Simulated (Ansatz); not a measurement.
# A hypothetical structure for CaPd2N2, part 2 of 2

Starting from a made-up structure for CaPd2N2, the aim is the relaxed cell, its shortest contacts and, where a second run follows, its electronic structure.

Ansatz 0.2.0; DFT, r2SCAN, plane-wave PAW, files of the set soft_1, scalar-relativistic, no spin, cell and ions relaxed at zero pressure; PAW set soft_1 (the session's first sound run).

So far: Set-up; Relaxing cell and atoms. The relaxed cell has a = 3.766, c = 9.977 Å (conventional setting).

**3. Electronic structure of the relaxed cell**

With the geometry fixed, one more self-consistent run, with a narrower smearing and the mesh shown in its input, gives the bands, and its pressure, and its forces where symmetry allows any, show how far the geometry depends on these settings.

This step: DFT, r2SCAN, plane-wave PAW, files of the set soft_1, scalar-relativistic, no spin, bands and density of states at the relaxed cell; PAW set soft_1 (Ansatz 0.2.0).

input.yaml reads:

```yaml
crystal:
  lattice:
    - [-1.8831932097, 1.8831932097, 4.9884228256]
    - [1.8831932097, -1.8831932097, 4.9884228256]
    - [1.8831932097, 1.8831932097, -4.9884228256]
  atoms:
    - { symbol: Pd, position: [0.25, 0.75, 0.5] }
    - { symbol: Pd, position: [0.75, 0.25, 0.5] }
    - { symbol: Ca, position: [0.0, 0.0, 0.0] }
    - { symbol: "N", position: [0.561551152, 0.561551152, 0.0] }
    - { symbol: "N", position: [0.438448848, 0.438448848, 0.0] }
kpoints:
  mp_grid: { grid: [12, 12, 12] }
  band_path:
    path:
      - [[0.0, 0.0, 0.0], [-0.5, 0.5, 0.0], [-0.5, 0.5, -0.07125794], [-0.28562897, 0.28562897, -0.28562897], [0.0, 0.0, 0.0], [0.5, 0.5, -0.5], [0.28562897, 0.71437103, -0.71437103], [0.0, 0.5, -0.5], [-0.25, 0.75, -0.25], [0.07125794, 0.92874206, -0.5], [0.5, 0.5, -0.5]]
      - [[-0.5, 0.5, 0.0], [-0.25, 0.75, -0.25]]
    npoints: 7
scf:
  occupations: { method: fermi_dirac, width: 0.03 }
  n_extra_bands: 9
hamiltonian:
  xc: r2scan
  pseudopotentials: { kind: paw, azcp: { folder: soft_1 } }
output:
  forces: true
  stress: true
  write_bands: true
  dos: { projected: true }
  write_density: true
  write_potential: true
  elf: true
  volumetric_format: npy
```

On the command line:

```
$ ansatz run input.yaml --threads 4 --pin off --max-ram 8192MiB --backend cpu --events-out ev --progress --plain --runs-dir out
```

Numbers of over 12 decimals in the logs are rounded to 6 here.

Log:

```text
[...]
Crystal: 5 atoms, lattice volume = 70.764 Å³
Basis set: ecut = 500 eV, 1799 PW (Γ), exchange–correlation on 180×180×180 points (64 copies of the dense FFT grid, shifted against one another)
Bands: 37, of which v1, the nominal top of the filled ones, is band 28 counted from 1 (27 counted from 0)
Symmetry: 16 space group operations
[...]
k-points: 163 of 1728
[...]
SCF iter   1: F=—  HF=-16567.523099 eV  |F-HF|=—  |Δ(HF+E_count)|=         —  Δρ=1.89e-1  dr2=4.89e1  dr2_τ=1.42e0  ethr=3.10e-3  ⟨swp⟩=8.5  Hψ=31144  notcnv=0
[...]
SCF iter  10: F=-16562.545652 eV  HF=-16562.545652 eV  |F-HF|=3.77e-9  |Δ(HF+E_count)|=   8.40e-8  Δρ=5.82e-6  dr2=3.64e-8  dr2_τ=2.02e-9  ethr=1.79e-10  ⟨swp⟩=12.8  Hψ=41366  notcnv=0
SCF 1 converged in 10 iterations: F = -16562.545652 eV  dr2 = 3.64e-8
[...]
NSCF: frozen V_eff on 79 k-points
SCF converged after 10 iterations
Free energy (F): -16562.545652 eV
[...]
Internal energy: -16562.541394 eV  (E = F + TS)
E sigma→0 (E₀):  -16562.543523 eV
Entropy (-TS):   -0.004258 eV (-0.852 meV/atom)
Fermi energy:    13.507610 eV
[...]
--- Forces (eV/Å), atoms counted from 1 ---
  atom   1  Pd    -0.00000000    -0.00000000    -0.00000000
  atom   2  Pd     0.00000000    -0.00000000     0.00000000
  atom   3  Ca    -0.00000000    -0.00000000     0.00000000
  atom   4  N      0.00000000     0.00000000     0.01696298
  atom   5  N     -0.00000000    -0.00000000    -0.01696298
  max |Σ_I F_I| component: 3.47e-17 eV/Å
--- Stress (GPa, compression-positive) ---
       -0.003531      -0.000000       0.000000
       -0.000000      -0.003531      -0.000000
        0.000000      -0.000000      -0.067565
  P = ⅓ Tr σ = -0.0249 GPa (-0.249 kbar)
--- Band table (eV; the first three rows and the last of 163) ---
  k-point 0: bands = [... 24 lower, 11.9628, 12.6125, 13.0300, 13.4331, 13.4331, 14.1916, 14.7162, 16.8979, ... 5 higher]
  k-point 1: bands = [... 24 lower, 12.0148, 12.7548, 12.9251, 13.1435, 13.4314, 14.1960, 14.9532, 17.0798, ... 5 higher]
  k-point 2: bands = [... 24 lower, 12.0591, 12.3248, 12.6493, 13.1085, 13.3905, 14.2986, 15.6055, 17.1805, ... 5 higher]
  k-point 162: bands = [... 24 lower, 12.2399, 12.5381, 13.0320, 14.1915, 15.0578, 15.0578, 15.8741, 15.9102, ... 5 higher]
```

Wall time 17 s (4 threads of Intel Xeon 6975P-C (Granite Rapids), shared host); peak memory 1.1 GiB.

In the SCF lines HF is the Harris–Foulkes energy and dr2 the Hartree energy of the density residual, in eV; the loop may stop once dr2 is under the threshold and the program's other checks hold. Hψ counts applications of the Hamiltonian.

This step gave:

* free energy: -16562.5457 eV
* energy at zero smearing: -16562.5435 eV
* smearing term TS: 0.004258 eV
* pressure: -0.02488 GPa

From bands.tsv, the bands that come nearest the Fermi level along the path, at its corners, in eV from the Fermi level:

| point | band 25 | band 26 | band 27 | band 28 | band 29 | band 30 | band 31 | band 32 |
| --- | --- | --- | --- | --- | --- | --- | --- | --- |
| Γ | -1.54 | -0.90 | -0.48 | -0.07 | -0.07 | 0.68 | 1.21 | 3.39 |
| X | -1.35 | -1.20 | -1.13 | -1.11 | 1.07 | 2.58 | 2.94 | 4.35 |
| Y | -1.66 | -1.37 | -1.12 | -0.63 | 0.71 | 2.65 | 2.80 | 4.39 |
| S | -1.85 | -1.75 | -1.64 | -1.05 | 1.30 | 1.45 | 1.62 | 3.84 |
| Γ | -1.54 | -0.90 | -0.48 | -0.07 | -0.07 | 0.68 | 1.21 | 3.39 |
| Z | -1.27 | -0.97 | -0.48 | 0.68 | 1.55 | 1.55 | 2.37 | 2.40 |
| S1 | -1.85 | -1.75 | -1.64 | -1.05 | 1.30 | 1.45 | 1.62 | 3.84 |
| N | -2.13 | -1.92 | -1.79 | -0.59 | 0.19 | 1.39 | 2.72 | 3.37 |
| P | -1.89 | -1.12 | -1.11 | 0.35 | 0.35 | 2.01 | 3.62 | 4.36 |
| Y1 | -1.66 | -1.37 | -1.12 | -0.63 | 0.71 | 2.65 | 2.80 | 4.39 |
| Z | -1.27 | -0.97 | -0.48 | 0.68 | 1.55 | 1.55 | 2.37 | 2.40 |
| X | -1.35 | -1.20 | -1.13 | -1.11 | 1.07 | 2.58 | 2.94 | 4.35 |
| P | -1.89 | -1.12 | -1.11 | 0.35 | 0.35 | 2.01 | 3.62 | 4.36 |

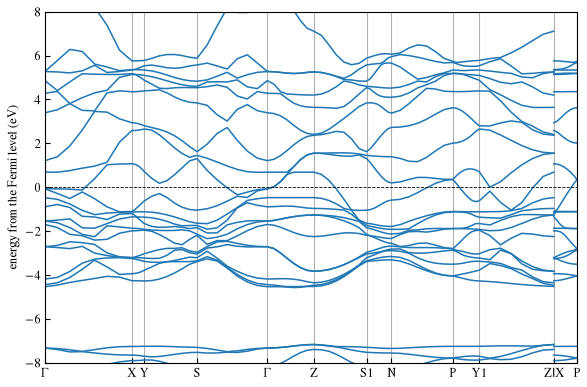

Bands along the path. 14 bands lie wholly below the window drawn.

Counts of states for the cell as run, both spins, by energy window (eV from the Fermi level):

| from | to | total |
| --- | --- | --- |
| -8 | -7 | 4.78 |
| -7 | -6 | 0.00 |
| -6 | -5 | 0.00 |
| -5 | -4 | 1.78 |
| -4 | -3 | 5.74 |
| -3 | -2 | 5.39 |
| -2 | -1 | 6.29 |
| -1 | 0 | 2.82 |
| 0 | 1 | 2.35 |
| 1 | 2 | 1.64 |
| 2 | 3 | 1.44 |
| 3 | 4 | 2.36 |
| 4 | 5 | 4.31 |

Below -8 eV lie 29.2 more states.

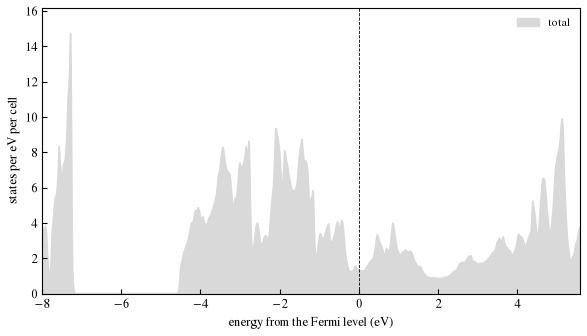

Total density of states, smoothed over about 0.04 eV.

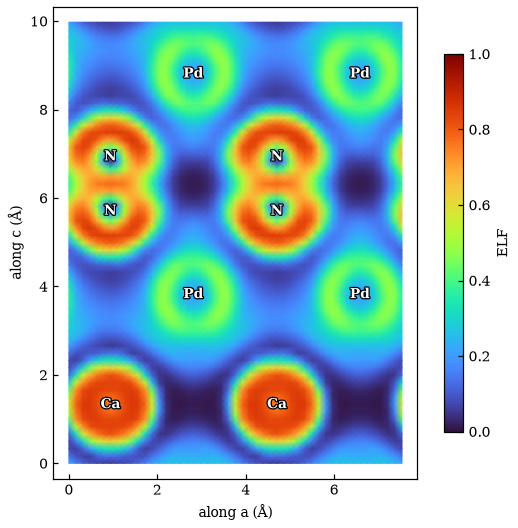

ELF in the ac plane of the conventional cell at fractional y = 0.000, with atoms of Pd and Ca and N within 0.2 Å of it. It is the smooth field of the valence electrons, not physical close to the nuclei. The map starts off the cell's origin, so that atoms lie inside it.

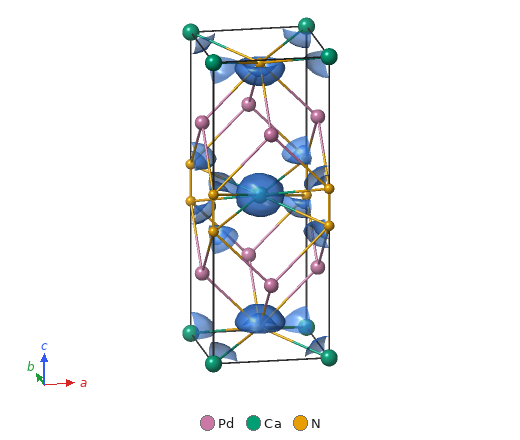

Surface of ELF = 0.78.

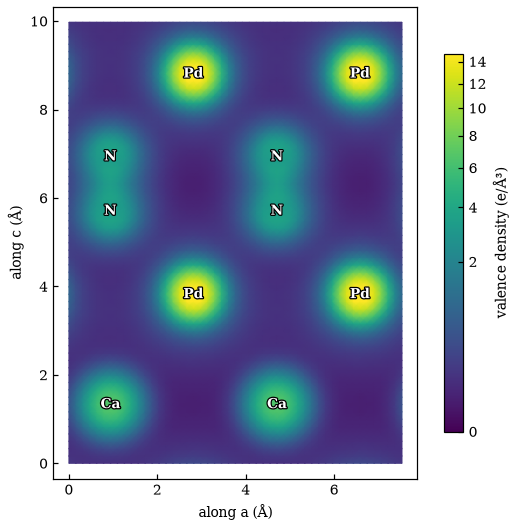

Valence density in the ac plane of the conventional cell at fractional y = 0.000, with atoms of Pd and Ca and N within 0.2 Å of it. It is the smooth field of the valence electrons, not physical close to the nuclei. The map starts off the cell's origin, so that atoms lie inside it. The colour scale is stretched toward low values.

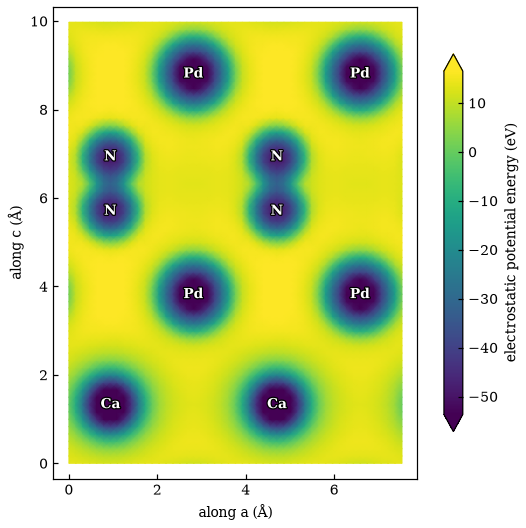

Electrostatic potential energy in the ac plane of the conventional cell at fractional y = 0.000, with atoms of Pd and Ca and N within 0.2 Å of it. With pseudopotentials it is smooth inside the atoms' cores, unlike the true potential. The map starts off the cell's origin, so that atoms lie inside it.

**4. What came out**

```yaml
space_group_relaxed: I4/mmm
conventional_cell: a = 3.766, b = 3.766, c = 9.977 Å; α = 90.0°, β = 90.0°, γ = 90.0°
volume_per_atom: 14.15 Å³ (guess 14.90)
```

In words: CaPd2N2 relaxes to I4/mmm with a = 3.766, b = 3.766 and c = 9.977 Å. The guessed volume was 5 % too large. The space group I4/mmm was held in the relaxation, so the end point is a stationary structure within it and may be a saddle against distortions or other arrangements. Bands cross the Fermi level, so it is a metal or semimetal at this level. On the 12×12×12 mesh with the narrower smearing (relaxed on 9×9×9) the largest force component is 0.017 eV/Å and the largest stress component is 0.068 GPa, against the relaxation's thresholds of 0.015 eV/Å and 0.05 GPa. The cutoff wasn't tested. No dispersion term is used, so weakly bound directions may come out too long. The runs have no spin, and magnetism wasn't tested. Nothing here tests whether the compound is stable against decomposition.

[Logs are printed without paths, hosts, clocks, repeated set-up lines and the standing remarks that a program may print on its own settings, such as how far it seeks lower states.]

[Hosts, paths, dates, database ids (printed as entryN), source tags and the programs' standing remarks are cut or masked in the printed files.]
